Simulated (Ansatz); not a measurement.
# C2H9NSi: what the fields show

The calculation's input:

```
crystal:
  periodic: [false, false, false]
  atoms:
    - { symbol: Si, position_ang: [0.0, 0.0, 0.0] }
    - { symbol: H, position_ang: [0.0, 0.0, 1.46] }
    - { symbol: H, position_ang: [1.3768, 0.0, -0.4862] }
    - { symbol: "N", position_ang: [-0.8572, 1.4851, -0.6061] }
    - { symbol: C, position_ang: [-2.2719, 1.4087, -0.9981] }
    - { symbol: H, position_ang: [-2.8245, 0.7784, -0.2704] }
    - { symbol: H, position_ang: [-2.7088, 2.429, -1.0098] }
    - { symbol: H, position_ang: [-2.3521, 0.9607, -2.0106] }
    - { symbol: C, position_ang: [-0.1354, 2.762, -0.7039] }
    - { symbol: H, position_ang: [-0.2436, 3.1711, -1.73] }
    - { symbol: H, position_ang: [-0.5567, 3.4827, 0.0276] }
    - { symbol: H, position_ang: [0.9399, 2.5975, -0.4831] }
    - { symbol: H, position_ang: [-0.6877, -1.1914, -0.4862] }
basis:
  gaussian: { orbitals: "6-31G" }
hamiltonian:
  xc: b3lyp
relax:
  f_tol: 0.02
  max_steps: 40
output:
  orbitals: {}
```

Command:

```sh
ansatz run input.yaml --threads 1 --pin off --max-ram 2048MiB --backend cpu --events-out ev --progress --plain --runs-dir out
```

The fields are those of the run's last geometry, not of the input's.

Computed with RKS B3LYP/6-31G in Ansatz.

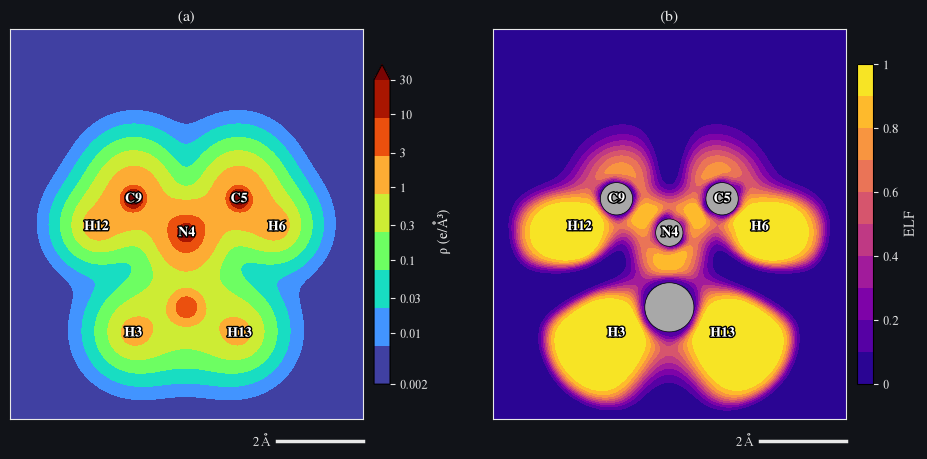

Figure 1. (a) electron density; (b) electron localisation function on the plane of atoms C5, N4 and C9. Grey discs cover the atomic cores in the ELF map.

What does the map show?

The plane passes through H, N and C nuclei. C–N (1.46 Å): the density is about 1.7 e/Å³ at the midpoint; the ELF peaks at about 0.90 between the atoms; a shared electron pair. C–H (1.09 Å): ρ is about 1.9 e/Å³ halfway; the ELF climbs to about 1 towards the hydrogen, as it does in any bond to H: an ordinary covalent bond to hydrogen.

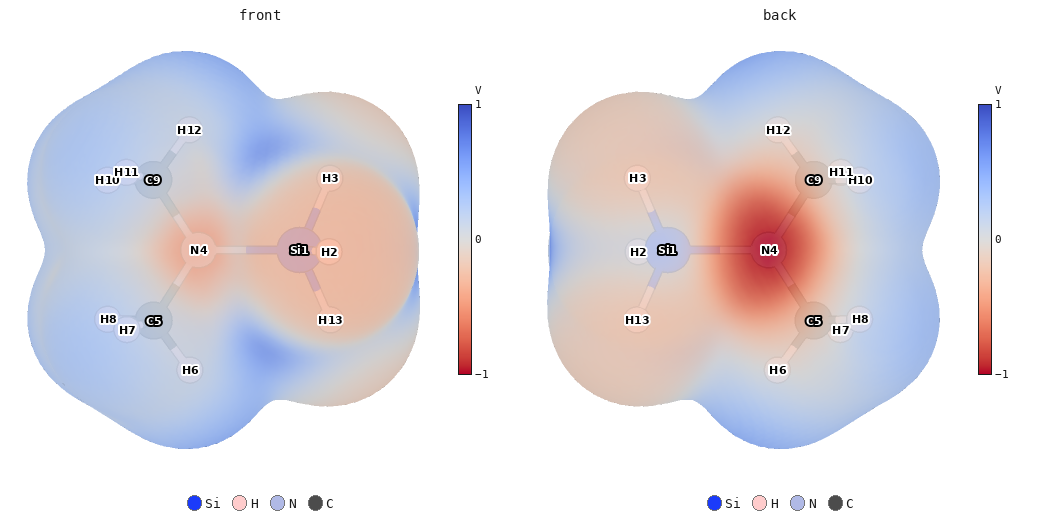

Figure 2. The electrostatic potential painted on the density surface at 0.001 e/bohr³, seen from the front and from behind; red is negative and blue positive.

Which sites attract a positive test charge, and which a negative one?

A positive charge is drawn to the negative regions and a negative charge to the positive ones. The most negative region (about −0.9 V) lies over N4, the most positive (about +0.6 V) over Si1.

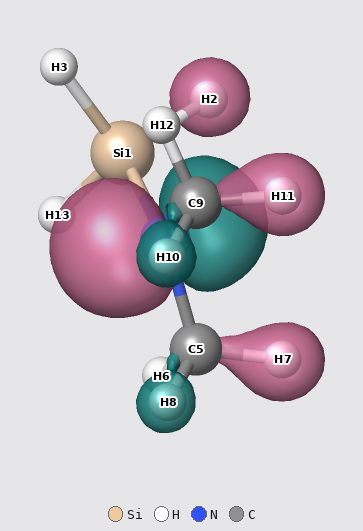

Figure 3. The HOMO at ±0.15 Å⁻³ᐟ² (teal and pink are the two phases), seen at an oblique angle.

Describe this orbital and give its energy.

It lies mainly on N4 (about 55 %), C5 (about 5 %) and C9 (about 5 %). Its energy is −5.56 eV.

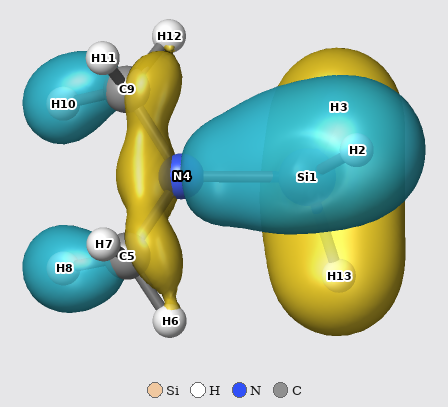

Figure 4. The HOMO−1 at ±0.1 Å⁻³ᐟ² (yellow and cyan are the two phases), seen at a tilt.

What is the character of this orbital?

By Hirshfeld shares it lies mainly on Si1 (about 35 %), H2 (about 20 %), H3 (about 10 %), H13 (about 10 %) and N4 (about 10 %). Its energy is −9.33 eV.
